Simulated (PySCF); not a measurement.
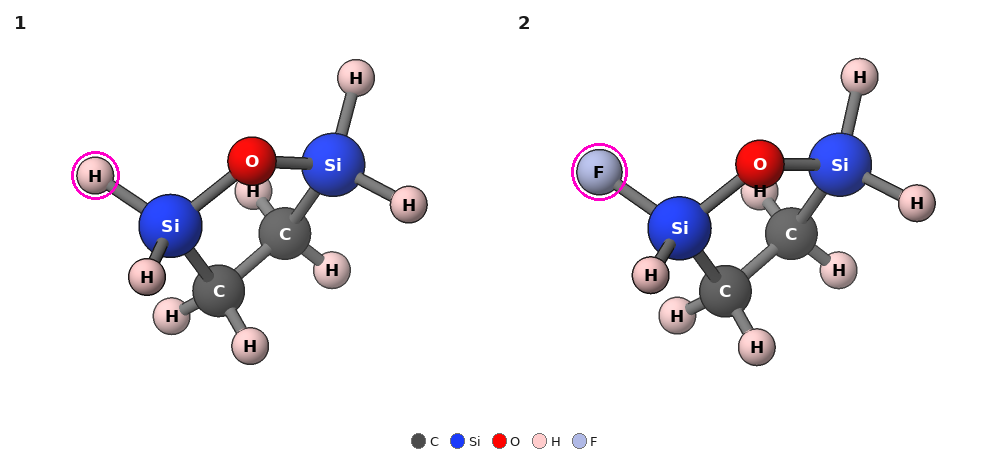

2 molecules with one skeleton, seen from the same side and at one scale; the atom that differs is circled. Charge 0, singlet. Computed geometries: PBE0-D3(BJ)/def2-SVP optimisations, one conformation each. Properties computed with PySCF 2.14.0.

One atom differs, called X below: H in panel 1, F in panel 2. Their formulas are C2H8OSi2 (`C1C[SiH2]O[SiH2]1`), C2H7FOSi2 (`F[Si@H]1CC[SiH2]O1`).

In which is the HOMO energy (Kohn–Sham orbital) higher (PBE0/pcSseg-1)?

Answer. In panel 1 (X = H).

In which is the length of X–Si larger (PBE0-D3(BJ)/def2-SVP)?

Answer. In panel 2 (X = F).

Give the values. With PBE0-D3(BJ)/def2-SVP: length of X–Si (Å), angle H–Si–X (°). With PBE0/pcSseg-1: dipole moment (D), HOMO energy (Kohn–Sham orbital) (eV), HOMO–LUMO gap (eV), GIAO shielding of the Si bonded to X (ppm).

| quantity | 1 (H) | 2 (F) | 2 − 1 |
| --- | --- | --- | --- |
| length of X–Si (Å) | 1.495 | 1.624 | +0.129 |
| angle H–Si–X (°) | 108.9 | 106.5 | −2.4 |
| dipole moment (D) | 1.94 | 2.60 | +0.66 |
| HOMO energy (Kohn–Sham orbital) (eV) | −8.25 | −8.60 | −0.35 |
| HOMO–LUMO gap (eV) | 8.68 | 9.02 | +0.34 |
| GIAO shielding of the Si bonded to X (ppm) | 350.6 | 347.4 | −3.2 |
